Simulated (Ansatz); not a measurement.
## Twisted graphene double bilayer, 46.83° (152 atoms): a reference run and its variants

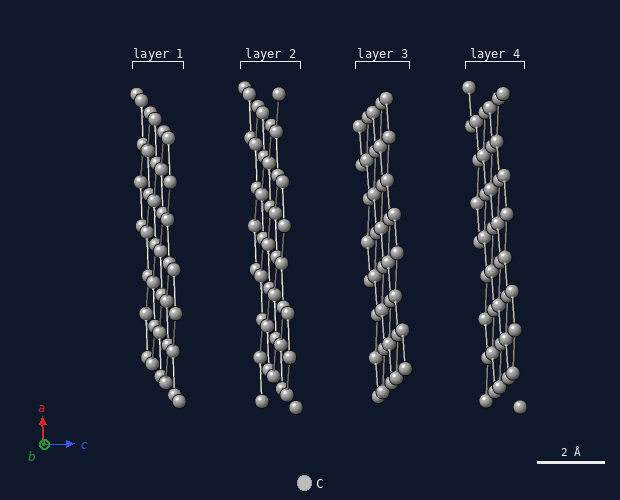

The cell (carbon light grey). Bonds to atoms that aren't drawn are left out. Some periodic images of atoms are drawn too.

The cell holds 152 atoms: 152 C. Its edges and angles: a = 10.723 Å, b = 10.723 Å, c = 24.180 Å, α = 90.0°, β = 90.0°, γ = 120.0°. It derives from C (graphene). Graphene (a = 2.46 Å) under graphene (a = 2.46 Å), double bilayer, commensurate cell of 19 unit cells a layer, twist 46.83 deg; facing planes 3.33, 3.52, 3.33 Å apart as built; 14 Å of vacuum; minimised with a classical potential. Regions: layer 1, 38 atoms (38 C); layer 2, 38 atoms (38 C); layer 3, 38 atoms (38 C); layer 4, 38 atoms (38 C). Vacuum lies along c.

Geometry: as built.

Reference run: Kohn-Sham DFT, PBE+D4, PAW (set soft_2), plane waves (Ansatz 0.2.0), cutoff 420 eV, k-mesh 3×3×1, gaussian smearing of 0.025 eV.

| Item | Value |
| --- | --- |
| r.m.s. force component | 0.01813 eV/Å |
| SCF cycles | 10 |
| time | 5.5 s on 1 × NVIDIA H100 80GB HBM3 with 5 threads of AMD EPYC 7R13 (Zen 3), shared host |

**Question.** The cell is repeated and solved at Γ. How do error, time and memory go?
- plane waves, 152 atoms (1×1×1)
- support functions, 152 atoms (1×1×1)
- plane waves, 608 atoms (2×2×1)
- support functions, 608 atoms (2×2×1)
- support functions, 1368 atoms (3×3×1)

Differences are against the typed cell on a 3×3×1 mesh, which samples like Γ on 1368 atoms (r.m.s. force component 0.0181 eV/Å). Every repeated cell is solved at Γ, and forces are averaged over the copies of each atom. Hardware: 1 × NVIDIA H100 80GB HBM3 with 5 threads of AMD EPYC 7R13 (Zen 3), shared host.

| atoms | repeats | basis | Δ force, r.m.s. (meV/Å) | Δ energy (meV/atom) | less plane waves of the same size (meV/atom) | spread among copies (meV/Å) | SCF cycles | time | host memory (GiB) |
| --- | --- | --- | --- | --- | --- | --- | --- | --- | --- |
| 152 | 1×1×1 | plane waves | 11.7 | -49.8 | - | - | 8 | 2.5 s | 1.2 |
| 152 | 1×1×1 | support functions | 11.9 | -53.7 | -3.9 | - | 19 | 5.9 s | 1.2 |
| 608 | 2×2×1 | plane waves | 4.73 | -2.73 | - | 0 | 9 | 20 s | 2.3 |
| 608 | 2×2×1 | support functions | 5.09 | -6.62 | -3.9 | 0.068 | 15 | 21 s | 2.4 |
| 1368 | 3×3×1 | support functions | 1.84 | -3.85 | - | 0.046 | 17 | 53 s | 4.8 |

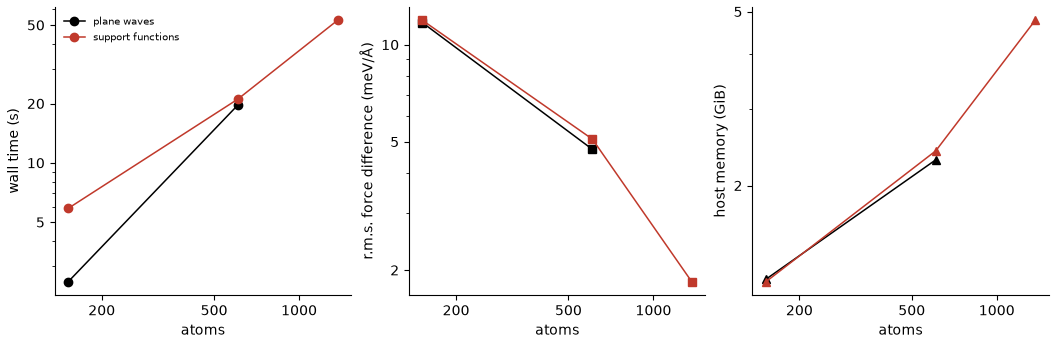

Time, error and memory against the number of atoms.

Repeating the cell at Γ samples more k-points: in plane waves the energy difference from the dense mesh goes from -49.8 meV/atom at 152 atoms to -2.73 at 608, and the force difference from 12 to 4.7 meV/Å. With plane waves, the time grows as the 1.5 power of the atom count between the two largest sizes, 152 and 608 atoms. The smaller run is short enough for fixed overheads to flatten this slope. With support functions, the time grows as the 1.1 power of the atom count between the two largest sizes, 608 and 1368 atoms. At equal size the support functions lie 3.9 meV/atom below plane waves, likely because their grid holds more waves than 420 eV; no run tests this. Support functions take 2.4 times the time of plane waves at 152 atoms and 1.1 times at 608, so no crossover is reached among the sizes that both ran; the two slopes would cross near 700 atoms, a rough extrapolation. Each time is a single run, so ratios and crossover are rough. The bases also began from different starting densities. Plane waves may use the symmetry of this cell, which the support-function runs switch off.

[Hosts, paths, dates, database ids (printed as entryN), source tags and the programs' standing remarks are cut or masked in the printed files.]
